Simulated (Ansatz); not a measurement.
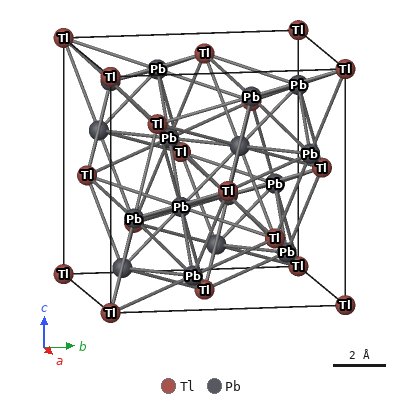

We look at a ball-and-stick model of the crystal slightly off an axis. The parallelepiped is the conventional unit cell.

TlPb2, cubic Laves phase (C15, MgCu₂ type), space group Fd-3m (No. 227), a = 9.370 Å, b = 9.370 Å, c = 9.370 Å, α = 90.00°, β = 90.00°, γ = 90.00°. The initial geometry was a structure type filled with these elements by a generator (whether the compound takes this form wasn't checked). Earlier steps of the study, as a rule a relaxation of our own, may have changed the cell and positions, so they can lie some per cent off the listed ones. A calculation with Ansatz used it as input.

This one geometry was computed with Ansatz (DFT, plane waves, PAW) at three levels of theory: PBE, r2SCAN and LDA.

Q: Which level gives the highest pressure at this volume, and what does that say about its equilibrium volume?

A: Highest: PBE (0.0 GPa), which points to the largest equilibrium volume. Lowest, with the smallest volume: LDA (-3.6 GPa). Levels within 0.5 GPa of each other can't be told apart.

Q: How does the band gap change with the level of theory?

A: All levels give a metal.

Q: Collect the results in a table.

A:
| level | cutoff (eV) | k-mesh of the run's cell | gap (eV) | pressure (GPa) |
| --- | --- | --- | --- | --- |
| PBE | 420 | 8×8×8 | metal | 0.0 |
| r2SCAN | 500 | 8×8×8 | metal | -1.0 |
| LDA | 420 | 8×8×8 | metal | -3.6 |

Gaps are taken on the k-mesh or band path of each run.
